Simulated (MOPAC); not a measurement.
# Run report: MoH2O4, frequency calculation (part 2 of 2)

The same run, continued: MoH2O4; PM6-D3, closed shell, dispersion D3 (MOPAC 23.2.5). The geometry was optimised with PM6-D3.

What the program printed, continued:
```
 VIBRATION          7    2B1         ATOM PAIR     ENERGY CONTRIBUTION    RADIAL
 FREQUENCY           555.64         O 5 -- H 7         +47.3% ( 67.9%)      0.0%
 TRANSITION DIPOLE   1.7998         O 4 -- H 6         +47.3% ( 67.9%)      0.0%
 TRAVEL (Ang.)       0.4704         Mo2 -- O 5          +2.3% ( 15.1%)      0.0%
 REDUCED MASS        0.5485         Mo2 -- O 4          +2.3% ( 15.1%)      0.0%
 EFFECTIVE MASS      2.8988
 FORCE CONSTANT      0.0998

 VIBRATION          8    2B2         ATOM PAIR     ENERGY CONTRIBUTION    RADIAL
 FREQUENCY           611.69         O 5 -- H 7         +24.5% ( 67.8%)     18.8%
 TRANSITION DIPOLE   0.7817         O 4 -- H 6         +24.5% ( 67.8%)     18.8%
 TRAVEL (Ang.)       0.1988         Mo2 -- O 5         +24.3% ( 67.5%)    100.0%
 REDUCED MASS        2.7902         Mo2 -- O 4         +24.3% ( 67.5%)    100.0%
 EFFECTIVE MASS     16.7881
 FORCE CONSTANT      0.6151

 VIBRATION          9    3A1         ATOM PAIR     ENERGY CONTRIBUTION    RADIAL
 FREQUENCY           658.04         O 5 -- H 7         +33.0% ( 65.2%)      5.6%
 TRANSITION DIPOLE   2.2873         O 4 -- H 6         +33.0% ( 65.2%)      5.6%
 TRAVEL (Ang.)       0.2705         Mo2 -- O 5         +15.7% ( 44.9%)     52.7%
 REDUCED MASS        1.4007         Mo2 -- O 4         +15.7% ( 44.9%)     52.7%
 EFFECTIVE MASS     10.2209
 FORCE CONSTANT      0.3574

 VIBRATION         10    4A1         ATOM PAIR     ENERGY CONTRIBUTION    RADIAL
 FREQUENCY           685.54         Mo2 -- O 4         +26.8% ( 70.5%)     99.0%
 TRANSITION DIPOLE   0.3427         Mo2 -- O 5         +26.8% ( 70.5%)     99.0%
 TRAVEL (Ang.)       0.1605         O 4 -- H 6         +22.4% ( 64.5%)     57.6%
 REDUCED MASS        3.8184         O 5 -- H 7         +22.4% ( 64.5%)     57.6%
 EFFECTIVE MASS     18.0232
 FORCE CONSTANT      1.0573

 VIBRATION         11    3B2         ATOM PAIR     ENERGY CONTRIBUTION    RADIAL
 FREQUENCY           702.08         O 5 -- H 7         +26.0% ( 61.7%)     24.3%
 TRANSITION DIPOLE   2.2053         O 4 -- H 6         +26.0% ( 61.7%)     24.3%
 TRAVEL (Ang.)       0.1712         Mo2 -- O 5         +21.6% ( 56.2%)     73.1%
 REDUCED MASS        3.2753         Mo2 -- O 4         +21.6% ( 56.2%)     73.1%
 EFFECTIVE MASS     15.7221
 FORCE CONSTANT      0.9512

 VIBRATION         12    5A1         ATOM PAIR     ENERGY CONTRIBUTION    RADIAL
 FREQUENCY           899.03         O 1 -- Mo2         +48.3% ( 70.0%)     91.8%
 TRANSITION DIPOLE   2.6450         Mo2 -- O 3         +48.3% ( 70.0%)     91.8%
 TRAVEL (Ang.)       0.1006         Mo2 -- O 4          +1.7% ( 13.0%)     27.1%
 REDUCED MASS        7.4157         Mo2 -- O 5          +1.7% ( 13.0%)     27.1%
 EFFECTIVE MASS     21.2815
 FORCE CONSTANT      3.5314

 VIBRATION         13    3B1         ATOM PAIR     ENERGY CONTRIBUTION    RADIAL
 FREQUENCY           902.88         Mo2 -- O 3         +46.7% ( 73.1%)     93.3%
 TRANSITION DIPOLE   4.2919         O 1 -- Mo2         +46.7% ( 73.1%)     93.3%
 TRAVEL (Ang.)       0.0930         Mo2 -- O 4          +3.3% ( 19.4%)      0.0%
 REDUCED MASS        8.6261         Mo2 -- O 5          +3.3% ( 19.4%)      0.0%
 EFFECTIVE MASS     25.9056
 FORCE CONSTANT      4.1431

 VIBRATION         14    4B2         ATOM PAIR     ENERGY CONTRIBUTION    RADIAL
 FREQUENCY          2429.15         O 5 -- H 7         +49.8% ( 71.0%)     99.9%
 TRANSITION DIPOLE   2.5927         O 4 -- H 6         +49.8% ( 71.0%)     99.9%
 TRAVEL (Ang.)       0.2416         Mo2 -- O 4          +0.2% (  4.8%)     99.2%
 REDUCED MASS        0.4755         Mo2 -- O 5          +0.2% (  4.8%)     99.2%
 EFFECTIVE MASS      1.3201
 FORCE CONSTANT      1.6531

 VIBRATION         15    6A1         ATOM PAIR     ENERGY CONTRIBUTION    RADIAL
 FREQUENCY          2447.50         O 4 -- H 6         +49.7% ( 70.4%)    100.0%
 TRANSITION DIPOLE   1.4218         O 5 -- H 7         +49.7% ( 70.4%)    100.0%
 TRAVEL (Ang.)       0.2409         Mo2 -- O 4          +0.3% (  5.1%)     95.7%
 REDUCED MASS        0.4748         Mo2 -- O 5          +0.3% (  5.1%)     95.7%
 EFFECTIVE MASS      1.3557
 FORCE CONSTANT      1.6756

      SYMMETRY NUMBER FOR POINT-GROUP C2v =  2

          SYSTEM IS A GROUND STATE

 [O]=[Mo](=[O])([OH])[OH]
 H2MoO4 frequencies

          MOLECULE IS NOT LINEAR

          THERE ARE 15 GENUINE VIBRATIONS IN THIS SYSTEM
          THIS THERMODYNAMICS CALCULATION IS LIMITED TO
          MOLECULES WHICH HAVE NO INTERNAL ROTATIONS

                    CALCULATED THERMODYNAMIC PROPERTIES
                                          *
   TEMP. (K)   PARTITION FUNCTION   H.O.F.    ENTHALPY  HEAT CAPACITY ENTROPY
                                   KCAL/MOL   CAL/MOLE    CAL/K/MOL  CAL/K/MOL

 298.00  VIB.     0.1373D+02                  2327.6525    15.9793    13.0159
         ROT.     0.6771D+05                   888.2803     2.9808    25.0843
         INT.     0.9293D+06                  3215.9328    18.9601    38.1003
         TRA.     0.1993D+28                  1480.4672     4.9680    41.1529
         TOT.                     -197.413    4696.4000    23.9281    79.2532

 200.00  VIB.     0.3881D+01                   980.2386    11.2329     7.5962
         ROT.     0.3723D+05                   596.1613     2.9808    23.8957
         INT.     0.1445D+06                  1576.3999    14.2137    31.4918
         TRA.     0.1096D+28                   993.6021     4.9680    39.1718
         TOT.                     -199.539    2570.0021    19.1817    70.6637

 210.00  VIB.     0.4394D+01                  1095.3826    11.7934     8.1579
         ROT.     0.4005D+05                   625.9693     2.9808    24.0411
         INT.     0.1760D+06                  1721.3519    14.7742    32.1990
         TRA.     0.1179D+28                  1043.2822     4.9680    39.4142
         TOT.                     -199.344    2764.6342    19.7422    71.6132

 220.00  VIB.     0.4983D+01                  1216.0551    12.3384     8.7191
         ROT.     0.4295D+05                   655.7774     2.9808    24.1798
         INT.     0.2140D+06                  1871.8325    15.3192    32.8989
         TRA.     0.1264D+28                  1092.9623     4.9680    39.6453
         TOT.                     -199.144    2964.7948    20.2872    72.5442

 230.00  VIB.     0.5658D+01                  1342.0945    12.8667     9.2793
         ROT.     0.4591D+05                   685.5855     2.9808    24.3123
         INT.     0.2598D+06                  2027.6800    15.8475    33.5916
         TRA.     0.1351D+28                  1142.6424     4.9680    39.8661
         TOT.                     -198.939    3170.3224    20.8155    73.4577

 240.00  VIB.     0.6432D+01                  1473.3298    13.3774     9.8378
         ROT.     0.4893D+05                   715.3935     2.9808    24.4391
         INT.     0.3148D+06                  2188.7233    16.3582    34.2769
         TRA.     0.1440D+28                  1192.3226     4.9680    40.0776
         TOT.                     -198.728    3381.0459    21.3262    74.3545

 250.00  VIB.     0.7319D+01                  1609.5828    13.8701    10.3939
         ROT.     0.5203D+05                   745.2016     2.9808    24.5608
         INT.     0.3808D+06                  2354.7844    16.8509    34.9547
         TRA.     0.1531D+28                  1242.0027     4.9680    40.2804
         TOT.                     -198.512    3596.7870    21.8189    75.2351

 260.00  VIB.     0.8335D+01                  1750.6709    14.3444    10.9472
         ROT.     0.5518D+05                   775.0097     2.9808    24.6777
         INT.     0.4599D+06                  2525.6806    17.3252    35.6249
         TRA.     0.1624D+28                  1291.6828     4.9680    40.4752
         TOT.                     -198.292    3817.3633    22.2932    76.1002

 270.00  VIB.     0.9498D+01                  1896.4095    14.8002    11.4972
         ROT.     0.5839D+05                   804.8177     2.9808    24.7902
         INT.     0.5546D+06                  2701.2272    17.7810    36.2874
         TRA.     0.1718D+28                  1341.3629     4.9680    40.6627
         TOT.                     -198.066    4042.5901    22.7490    76.9501

 280.00  VIB.     0.1083D+02                  2046.6138    15.2376    12.0434
         ROT.     0.6167D+05                   834.6258     2.9808    24.8986
         INT.     0.6678D+06                  2881.2396    18.2184    36.9420
         TRA.     0.1815D+28                  1391.0430     4.9680    40.8434
         TOT.                     -197.837    4272.2825    23.1864    77.7854

 290.00  VIB.     0.1235D+02                  2201.1006    15.6568    12.5855
         ROT.     0.6500D+05                   864.4339     2.9808    25.0032
         INT.     0.8028D+06                  3065.5345    18.6376    37.5887
         TRA.     0.1913D+28                  1440.7231     4.9680    41.0177
         TOT.                     -197.603    4506.2576    23.6056    78.6064

 300.00  VIB.     0.1409D+02                  2359.6901    16.0582    13.1231
         ROT.     0.6839D+05                   894.2419     2.9808    25.1043
         INT.     0.9638D+06                  3253.9320    19.0390    38.2273
         TRA.     0.2013D+28                  1490.4032     4.9680    41.1862
         TOT.                     -197.365    4744.3352    24.0070    79.4135

 310.00  VIB.     0.1608D+02                  2522.2066    16.4423    13.6559
         ROT.     0.7184D+05                   924.0500     2.9808    25.2020
         INT.     0.1155D+07                  3446.2565    19.4231    38.8579
         TRA.     0.2114D+28                  1540.0833     4.9680    41.3491
         TOT.                     -197.123    4986.3398    24.3911    80.2070

 320.00  VIB.     0.1835D+02                  2688.4795    16.8096    14.1838
         ROT.     0.7534D+05                   953.8580     2.9808    25.2967
         INT.     0.1383D+07                  3642.3376    19.7904    39.4804
         TRA.     0.2217D+28                  1589.7634     4.9680    41.5068
         TOT.                     -196.877    5232.1010    24.7584    80.9872

 330.00  VIB.     0.2094D+02                  2858.3445    17.1608    14.7065
         ROT.     0.7890D+05                   983.6661     2.9808    25.3884
         INT.     0.1652D+07                  3842.0106    20.1416    40.0948
         TRA.     0.2322D+28                  1639.4435     4.9680    41.6597
         TOT.                     -196.628    5481.4541    25.1096    81.7545

 340.00  VIB.     0.2390D+02                  3031.6432    17.4965    15.2238
         ROT.     0.8251D+05                  1013.4742     2.9808    25.4774
         INT.     0.1972D+07                  4045.1174    20.4773    40.7011
         TRA.     0.2428D+28                  1689.1236     4.9680    41.8080
         TOT.                     -196.375    5734.2410    25.4453    82.5091

 350.00  VIB.     0.2727D+02                  3208.2245    17.8174    15.7356
         ROT.     0.8618D+05                  1043.2822     2.9808    25.5638
         INT.     0.2350D+07                  4251.5067    20.7982    41.2994
         TRA.     0.2536D+28                  1738.8037     4.9680    41.9520
         TOT.                     -196.119    5990.3104    25.7662    83.2514

 360.00  VIB.     0.3111D+02                  3387.9436    18.1242    16.2419
         ROT.     0.8990D+05                  1073.0903     2.9808    25.6477
         INT.     0.2797D+07                  4461.0339    21.1050    41.8896
         TRA.     0.2646D+28                  1788.4838     4.9680    42.0920
         TOT.                     -195.860    6249.5177    26.0730    83.9816

 370.00  VIB.     0.3548D+02                  3570.6632    18.4176    16.7425
         ROT.     0.9367D+05                  1102.8984     2.9808    25.7294
         INT.     0.3323D+07                  4673.5616    21.3984    42.4719
         TRA.     0.2757D+28                  1838.1639     4.9680    42.2281
         TOT.                     -195.597    6511.7255    26.3664    84.7000

 380.00  VIB.     0.4045D+02                  3756.2527    18.6983    17.2374
         ROT.     0.9749D+05                  1132.7064     2.9808    25.8089
         INT.     0.3943D+07                  4888.9591    21.6791    43.0463
         TRA.     0.2869D+28                  1887.8440     4.9680    42.3606
         TOT.                     -195.332    6776.8031    26.6471    85.4069

 390.00  VIB.     0.4609D+02                  3944.5883    18.9669    17.7266
         ROT.     0.1014D+06                  1162.5145     2.9808    25.8863
         INT.     0.4672D+07                  5107.1028    21.9477    43.6130
         TRA.     0.2983D+28                  1937.5242     4.9680    42.4896
         TOT.                     -195.064    7044.6269    26.9157    86.1026

 400.00  VIB.     0.5251D+02                  4135.5530    19.2242    18.2101
         ROT.     0.1053D+06                  1192.3226     2.9808    25.9618
         INT.     0.5529D+07                  5327.8755    22.2050    44.1719
         TRA.     0.3099D+28                  1987.2043     4.9680    42.6154
         TOT.                     -194.794    7315.0798    27.1730    86.7873

   *: NOTE: HEATS OF FORMATION ARE RELATIVE TO THE
            ELEMENTS IN THEIR STANDARD STATE AT 298K
              (=  Standard Enthalpy of Formation).

            Hvib:  Zero-point energy is not included.
                   frequencies of less than zero cm-1 are not included.
            Hrot = (3/2)RT
            Htra = (3/2)RT + pV = (5/2)RT

            Heat capacity is Cp, not Cv

           FORCE CONSTANT IN CARTESIAN COORDINATES (Millidynes/A)

    ATOM   CHEMICAL       X               Y               Z
   NUMBER   SYMBOL  FORCE CONSTANT  FORCE CONSTANT  FORCE CONSTANT

      1       O        6.576393        0.420623        0.274250
      2      Mo        8.886377        8.580300        6.252101
      3       O        0.991185        6.005831        0.274250
      4       O        1.072855        1.519001        4.662975
      5       O        1.071403        1.519460        4.663969
      6       H        0.395504        0.600498        2.747746
      7       H        0.394697        0.600753        2.748298

 *                    *
 * JOB ENDED NORMALLY *
 *                    *

 TOTAL JOB TIME:             0.08 SECONDS

 == MOPAC DONE ==
```

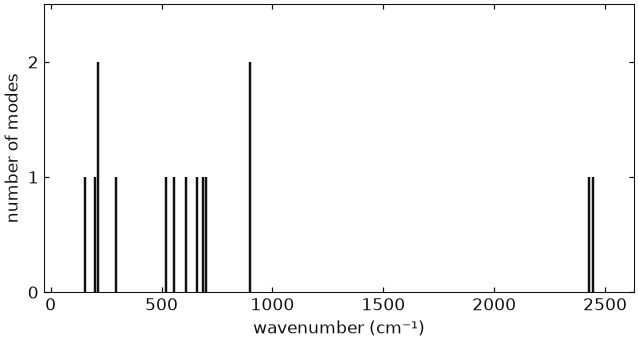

**Figure 1.** Harmonic vibrational wavenumbers from the force constants; neighbouring modes closer than 10 cm⁻¹ are counted in one stick. 15 modes from 154 to 2448 cm⁻¹, none imaginary.

The run was set up as follows.

Input (input.mop):
```
pm6-d3 thermo force charge=0 threads=1 aux(precision=6)
H2MoO4 frequencies
[O]=[Mo](=[O])([OH])[OH]
O     -0.162325 +1    -1.966598 +1    -0.085741 +1
Mo     0.105092 +1    -0.323936 +1     0.241076 +1
O      0.889919 +1    -0.233404 +1     1.741906 +1
O     -1.534319 +1     0.590563 +1     0.317984 +1
O      1.188987 +1     0.428367 +1    -1.096512 +1
H     -2.367519 +1     0.932698 +1     0.473465 +1
H      1.823501 +1     0.682930 +1    -1.703193 +1
```

Command:
```bash
mopac input.mop
```

Summary:

| quantity | value |
| --- | --- |
| outcome | converged |
| heat of formation | −197.41 kcal/mol |
| basis functions | 27 |
| zero-point energy | 0.026187 hartree |
| wavenumbers, lowest and highest | 154 and 2448 cm⁻¹ |
| hardware | 1 thread of Arm Neoverse V1, 24 GiB of memory available, shared host |
| peak memory | 0.11 GiB |

MOPAC's energies along a path are heats of formation.
